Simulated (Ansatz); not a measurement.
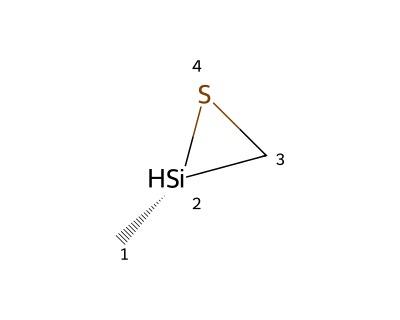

A structural formula, with wedges where it has stereocentres; small numbers name the atoms. The configuration is that of a computed structure (PBE-D4/def2-SVP).

### Give the R/S and E/Z labels.

Si2: S.
